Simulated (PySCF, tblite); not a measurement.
# Bi₂₄H₁₄: electronic excitations

What do calculations give for the electronic excitations of Bi₂₄H₁₄?

Programs: tblite 0.8.0 and PySCF 2.14.0, with routines of our own; each step states its level. All values are computed. Atoms count from 0.

## 1. The starting structure

38 atoms, charge 0, multiplicity 1; geometry from: force field, distance geometry or constructed start.

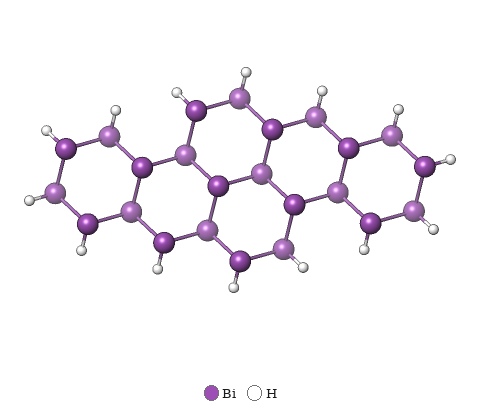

The starting geometry (bismuth purple, hydrogen white); sticks join atoms by distance alone.

## 2. Relaxing the molecule with GFN2-xTB

Job settings and geometry (Å):

```
{"job": {"kind": "relax", "xc": "GFN2-xTB", "basis": "xTB"}, "charge": 0, "multiplicity": 1}
Bi     4.355600     1.254100    -0.866600
Bi     2.172200     2.514500     0.858100
Bi     0.005200     1.253600    -0.864000
Bi    -0.000700    -1.251500     0.858800
Bi     2.174400    -2.513100    -0.861600
Bi     4.347400    -1.256400     0.862400
Bi    -2.175300    -2.510200    -0.868300
Bi    -2.172000    -5.021100     0.866500
Bi     0.002700    -6.281800    -0.865400
Bi     2.172600    -5.024600     0.866600
Bi    -2.177500     2.510700     0.862900
Bi    -4.353200     1.253900    -0.865000
Bi    -4.354100    -1.255200     0.870000
Bi     4.352900     8.791000    -0.867700
Bi     2.173200    10.052700     0.865200
Bi    -0.001900     8.792200    -0.858700
Bi     0.000400     6.281600     0.865900
Bi     2.174300     5.020400    -0.866000
Bi     4.350100     6.281500     0.867500
Bi    -2.172600     5.024700    -0.862300
Bi    -4.353000    -6.275900    -0.863500
Bi    -4.351600    -8.790100     0.864800
Bi    -2.172000   -10.043000    -0.858400
Bi    -0.004200    -8.795900     0.863500
H      5.642200     2.003900     0.162600
H      5.635600    -2.002200    -0.159200
H      3.467000    -5.766800    -0.162400
H     -5.642300     2.001900     0.162900
H     -5.641100    -2.000900    -0.163700
H      5.642800     9.537400     0.165100
H      2.179000    11.538800    -0.162800
H     -1.292900     9.538300     0.161900
H      5.640700     5.534500    -0.163600
H     -3.464200     5.767800     0.165400
H     -5.640500    -5.532600     0.158400
H     -5.641200    -9.534800    -0.164600
H     -2.176200   -11.538100     0.157600
H      1.291900    -9.534500    -0.164300
```

On the command line:

```console
$ OMP_NUM_THREADS=8 python large_run.py task.json out
```

This one command runs all jobs of the session in turn.

Standard output:

```text
step      E/eV     max force
  0   -1760.39758    0.681
  1   -1760.50842    0.528
  2   -1760.67658    0.149
  3   -1760.68226    0.127
  4   -1760.73263    0.229
  5   -1760.75118    0.253
  6   -1760.78682    0.224
  7   -1760.80976    0.149
  8   -1760.81983    0.088
  9   -1760.82180    0.069
 10   -1760.82386    0.070
 11   -1760.82814    0.093
 12   -1760.83509    0.111
 13   -1760.84269    0.112
 14   -1760.84738    0.110
 15   -1760.84947    0.078
 16   -1760.85062    0.048
 17   -1760.85164    0.046
 18   -1760.85272    0.055
 19   -1760.85377    0.080
 20   -1760.85562    0.100
 21   -1760.85862    0.103
 22   -1760.86236    0.074
 23   -1760.86491    0.056
 24   -1760.86579    0.040
 25   -1760.86618    0.032
 26   -1760.86670    0.037
 27   -1760.86763    0.063
 28   -1760.86916    0.090
 29   -1760.87166    0.104
 30   -1760.87399    0.096
 31   -1760.87575    0.064
 32   -1760.87723    0.030
 33   -1760.87753    0.029
 34   -1760.87788    0.033
 35   -1760.87822    0.036
 36   -1760.87884    0.041
 37   -1760.87956    0.048
 38   -1760.88026    0.044
 39   -1760.88074    0.036
 40   -1760.88100    0.019
```

Run time: 0.85 s. Hardware: 8 threads of Arm Neoverse V1, shared host; peak memory 0.16 GiB.

The steps of the relaxation:

```
step  energy from step 0 (eV)  largest force (eV/Å)
   0                   0.0000                0.6810
   1                  -0.1108                0.5279
   2                  -0.2790                0.1485
   3                  -0.2847                0.1268
   4                  -0.3350                0.2284
   5                  -0.3536                0.2528
   6                  -0.3892                0.2237
   7                  -0.4122                0.1487
   8                  -0.4222                0.0877
  10                  -0.4263                0.0703
  13                  -0.4451                0.1117
  15                  -0.4519                0.0777
  18                  -0.4551                0.0545
  20                  -0.4580                0.1002
  23                  -0.4673                0.0562
  25                  -0.4686                0.0329
  28                  -0.4716                0.0895
  30                  -0.4764                0.0966
  33                  -0.4799                0.0293
  36                  -0.4813                0.0409
  37                  -0.4820                0.0477
  38                  -0.4827                0.0440
  39                  -0.4832                0.0358
  40                  -0.4834                0.0190
```

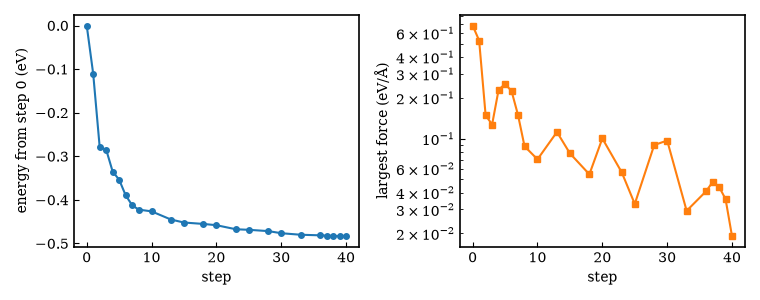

Energy and largest force along the relaxation.

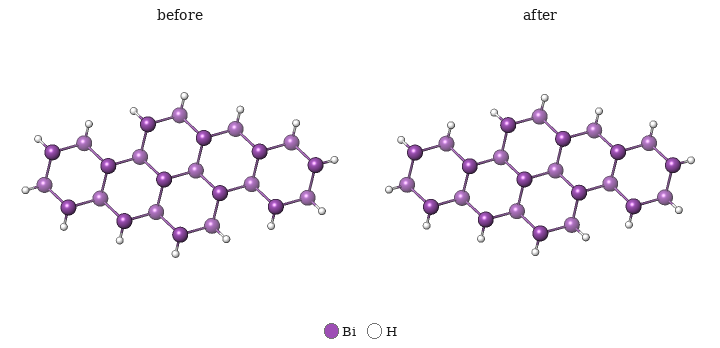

Before and after, at one scale.

Distances of close pairs at the start and the end, largest changes first:

```
     bond  before (Å)  after (Å)  change (Å)
Bi13–Bi14       3.057      2.983      -0.074
Bi17–Bi18       3.054      2.982      -0.072
 Bi6–Bi12       3.057      2.985      -0.072
 Bi7–Bi20       3.054      2.982      -0.071
  Bi0–Bi1       3.055      2.984      -0.071
  Bi7–Bi8       3.053      2.984      -0.069
Bi16–Bi17       3.052      2.983      -0.069
 Bi2–Bi10       3.054      2.986      -0.068
```

The end geometry stands in the next job.

## 3. Electronic excitations: TDA PBE0/def2-SVP

Job settings and geometry (Å):

```
{"job": {"kind": "uv", "basis": "def2-SVP", "grid": 1, "kgrid": 0, "vcut": 1.5, "nstates": 6, "ntriplets": 2, "tda": true, "delta": ["ip_vertical"], "pop": true, "xc": "PBE0"}, "charge": 0, "multiplicity": 1}
Bi     4.289565     1.253619    -0.825618
Bi     2.126891     2.456752     0.841507
Bi    -0.001756     1.227831    -0.853094
Bi     0.001577    -1.226358     0.852993
Bi     2.126393    -2.439674    -0.857495
Bi     4.256655    -1.221446     0.842584
Bi    -2.126210    -2.455573    -0.842337
Bi    -2.118126    -4.920052     0.851082
Bi    -0.007468    -6.149763    -0.862244
Bi     2.093884    -4.891627     0.846620
Bi    -2.126119     2.441183     0.858281
Bi    -4.256615     1.222878    -0.842451
Bi    -4.289539    -1.252193     0.825440
Bi     4.271998     8.608749    -0.824786
Bi     2.124554     9.855449     0.828403
Bi    -0.003419     8.600908    -0.842019
Bi     0.007673     6.151225     0.862028
Bi     2.117210     4.921502    -0.852076
Bi     4.271513     6.123001     0.824397
Bi    -2.094696     4.893252    -0.845628
Bi    -4.272329    -6.121858    -0.825177
Bi    -4.272732    -8.608010     0.823726
Bi    -2.125093    -9.854152    -0.828650
Bi     0.001991    -8.599694     0.842127
H      5.504650     2.001858     0.264792
H      5.501673    -1.980127    -0.202640
H      3.373640    -5.636377    -0.163019
H     -5.501356     1.982108     0.203531
H     -5.504561    -1.999856    -0.265750
H      5.505969     9.333147     0.258975
H      2.140758    11.281611    -0.261879
H     -1.268288     9.306861     0.214439
H      5.498160     5.403025    -0.269235
H     -3.373803     5.637460     0.164795
H     -5.498498    -5.402336     0.268329
H     -5.506603    -9.332141    -0.260122
H     -2.141308   -11.280522     0.261727
H      1.267563    -9.306271    -0.213578
```

Method: TDA PBE0/def2-SVP, vertical, gas phase, core orbitals frozen in the response, virtual orbitals cut by energy.

Standard output:

```text
start: PBE on a coarse grid of 228401 points
cycle   1  E = -5013.9114341853  dE = -5.378e+02  |g| = 1.565e+01  |ddm| = 7.062e+01
cycle   2  E = -1578.9543086193  dE =  3.435e+03  |g| = 4.060e+01  |ddm| = 4.356e+02
cycle   3  E = -4908.3075018644  dE = -3.329e+03  |g| = 1.560e+01  |ddm| = 4.483e+02
cycle   4  E = -4228.3567874584  dE =  6.800e+02  |g| = 2.583e+01  |ddm| = 1.222e+02
cycle   5  E = -5110.9965701170  dE = -8.826e+02  |g| = 8.483e+00  |ddm| = 6.724e+01
cycle   6  E = -4961.0532144542  dE =  1.499e+02  |g| = 1.350e+01  |ddm| = 3.443e+01
cycle   7  E = -4925.5137862729  dE =  3.554e+01  |g| = 1.402e+01  |ddm| = 3.794e+01
cycle   8  E = -5062.2701504419  dE = -1.368e+02  |g| = 8.914e+00  |ddm| = 3.109e+01
cycle   9  E = -4957.3207300151  dE =  1.049e+02  |g| = 1.359e+01  |ddm| = 2.952e+01
cycle  10  E = -5126.8686634692  dE = -1.695e+02  |g| = 6.542e+00  |ddm| = 2.229e+01
cycle  11  E = -5020.9168812018  dE =  1.060e+02  |g| = 1.199e+01  |ddm| = 2.664e+01
cycle  12  E = -5153.0857958892  dE = -1.322e+02  |g| = 3.874e+00  |ddm| = 2.446e+01
cycle  13  E = -5093.3450590287  dE =  5.974e+01  |g| = 8.104e+00  |ddm| = 1.829e+01
cycle  14  E = -5142.7326436927  dE = -4.939e+01  |g| = 5.478e+00  |ddm| = 1.625e+01
cycle  15  E = -5158.8789961549  dE = -1.615e+01  |g| = 1.941e+00  |ddm| = 1.075e+01
cycle  16  E = -5142.0371433520  dE =  1.684e+01  |g| = 5.295e+00  |ddm| = 1.183e+01
cycle  17  E = -5160.5878205237  dE = -1.855e+01  |g| = 1.001e+00  |ddm| = 1.048e+01
cycle  18  E = -5160.7157803888  dE = -1.280e-01  |g| = 8.634e-01  |ddm| = 3.331e+00
cycle  19  E = -5161.0465731281  dE = -3.308e-01  |g| = 3.009e-01  |ddm| = 1.964e+00
cycle  20  E = -5161.0582477718  dE = -1.167e-02  |g| = 2.833e-01  |ddm| = 9.253e-01
cycle  21  E = -5161.0764623686  dE = -1.821e-02  |g| = 1.833e-01  |ddm| = 6.340e-01
cycle  22  E = -5161.0886371674  dE = -1.217e-02  |g| = 6.356e-02  |ddm| = 3.550e-01
cycle  23  E = -5161.0902242849  dE = -1.587e-03  |g| = 2.923e-02  |ddm| = 1.554e-01
cycle  24  E = -5161.0905594915  dE = -3.352e-04  |g| = 9.715e-03  |ddm| = 6.217e-02
final grid: 228401 points
cycle  25  E = -5160.4814254182  dE = -2.313e-02  |g| = 3.608e-02  |ddm| = 9.773e-01
cycle  26  E = -5160.4804160125  dE =  1.009e-03  |g| = 6.160e-02  |ddm| = 1.753e-01
cycle  27  E = -5160.4818759684  dE = -1.460e-03  |g| = 1.807e-02  |ddm| = 1.246e-01
cycle  28  E = -5160.4819485775  dE = -7.261e-05  |g| = 1.203e-02  |ddm| = 3.856e-02
cycle  29  E = -5160.4820017428  dE = -5.317e-05  |g| = 3.078e-03  |ddm| = 2.167e-02
cycle  30  E = -5160.4820050400  dE = -3.297e-06  |g| = 1.238e-03  |ddm| = 6.247e-03
cycle  31  E = -5160.4820066738  dE = -1.634e-06  |g| = 2.448e-04  |ddm| = 2.475e-03
cycle  32  E = -5160.4820039234  dE =  2.750e-06  |g| = 1.211e-04  |ddm| = 6.071e-04
cycle  33  E = -5160.4820072160  dE = -3.293e-06  |g| = 3.361e-05  |ddm| = 2.494e-04
converged SCF energy = -5160.4820072160
Vertical ionisation energy (delta-SCF) = 6.4291 eV   <S^2> = 0.754

Static polarisability (au): isotropic 1519.844, principal 736.254 1315.570 2507.708

Singlet excitations
state   eV       nm        f      main configurations
  1   2.8635    433.0   0.05564   H->L 0.84
  2   2.9277    423.5   0.00000   H->L+1 0.89
  3   2.9582    419.1   0.00880   H-2->L 0.75
  4   2.9796    416.1   0.00000   H->L+2 0.75, H-1->L 0.12
  5   2.9931    414.2   0.00604   H->L+3 0.84
  6   3.0148    411.3   0.00000   H-1->L 0.73, H->L+2 0.12

Triplet excitations (Tamm-Dancoff, eV): 2.5667 2.6383
```

Wall time 12 min (8 threads of Arm Neoverse V1, shared host); peak memory 7 GiB.

Frontier orbitals and where they lie:

```
orbital     eV                          atoms
 HOMO−4  -5.99    Bi8 7 %, Bi16 7 %, Bi23 6 %
 HOMO−3  -5.97  Bi5 12 %, Bi11 12 %, Bi4 11 %
 HOMO−2  -5.82   Bi3 11 %, Bi2 11 %, Bi6 10 %
 HOMO−1  -5.80  Bi17 11 %, Bi7 11 %, Bi16 8 %
   HOMO  -5.68   Bi3 10 %, Bi2 10 %, Bi17 7 %
   LUMO  -2.18    Bi3 12 %, Bi2 12 %, Bi6 9 %
 LUMO+1  -2.13    Bi4 8 %, Bi10 8 %, Bi12 7 %
 LUMO+2  -2.06   Bi1 10 %, Bi6 10 %, Bi17 7 %
 LUMO+3  -2.05    Bi2 12 %, Bi3 12 %, Bi1 7 %
```

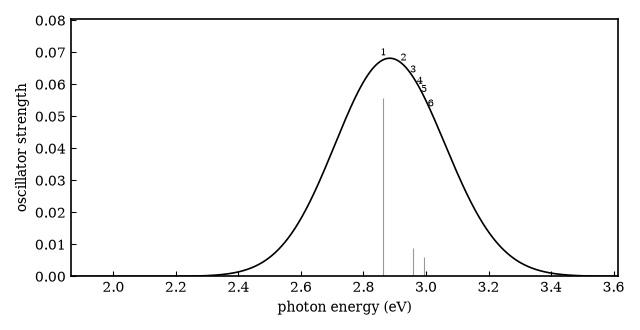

Absorption spectrum from the 6 singlet states computed; above the last one it falls off for lack of states. Lines are broadened to a width of 0.40 eV (Gaussian).

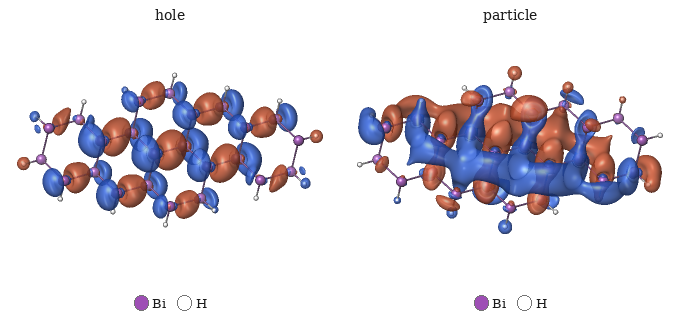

Leading natural transition orbitals of singlet state 1: the electron leaves the hole (left) for the particle orbital (right).

Further results of this job:

```
           property  computed
  dipole moment (D)      0.00
polarisability (Å³)    225.22
 HOMO–LUMO gap (eV)      3.50
      −ε(HOMO) (eV)      5.68
```

The fields below are evaluated on a grid from the run's orbitals.

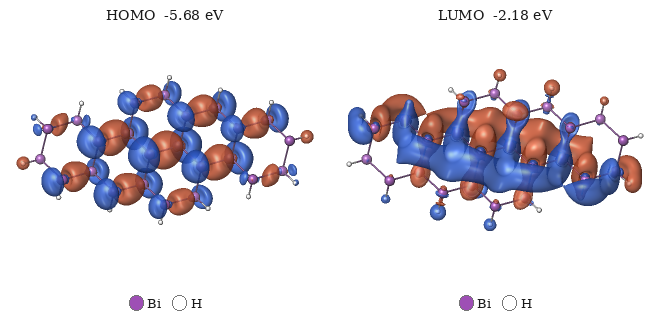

Frontier orbitals at PBE0/def2-SVP; each surface holds 70 % of the orbital's density, blue and red mark the sign.

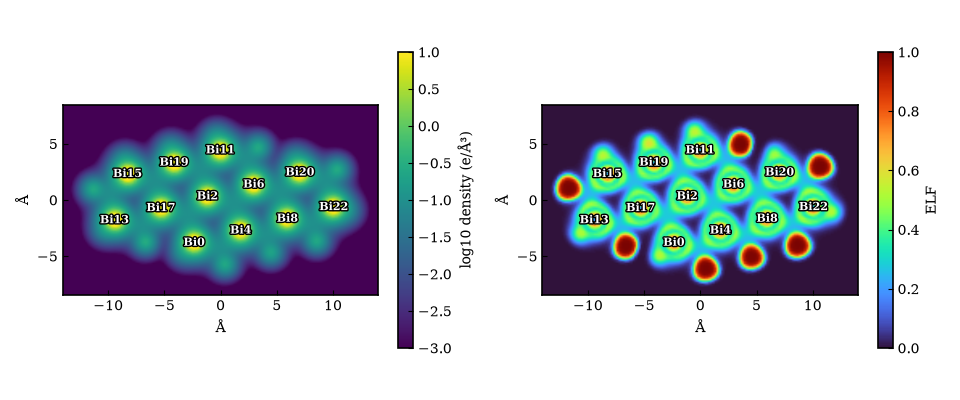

Density (left) and ELF (right) in a plane through or near 12 of the atoms.

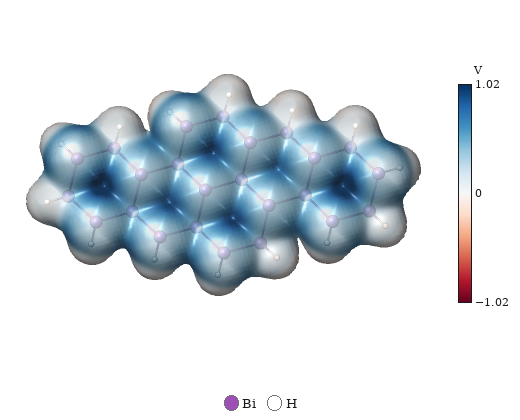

Electrostatic potential on the surface of density 0.002 e/bohr³; red is low, blue high. It runs, from the 1st to the 99th percentile, from -0.07 to 1.02 V.

## 4. Outcome

```
                             quantity                        value
       lowest singlet (PBE0/def2-SVP)  2.86 eV (433 nm), f = 0.056
                       lowest triplet                      2.57 eV
surface potential, 1st and 99th percentile           -0.07 V and 1.02 V
```

What this shows: The first singlet state (HOMO→LUMO 0.84) lies at 2.86 eV and is bright. State 1 absorbs in the visible (433 nm). The lowest triplet lies 0.30 eV below the lowest singlet. Spin-orbit coupling, left out, mixes singlets and triplets in elements this heavy. By nearest atom (PBE0/def2-SVP), the HOMO sits on Bi2, Bi3 about 10 % each; 4 Bi atoms about 7 % each and the LUMO on Bi2, Bi3 about 11 % each; 4 Bi atoms about 8 % each.
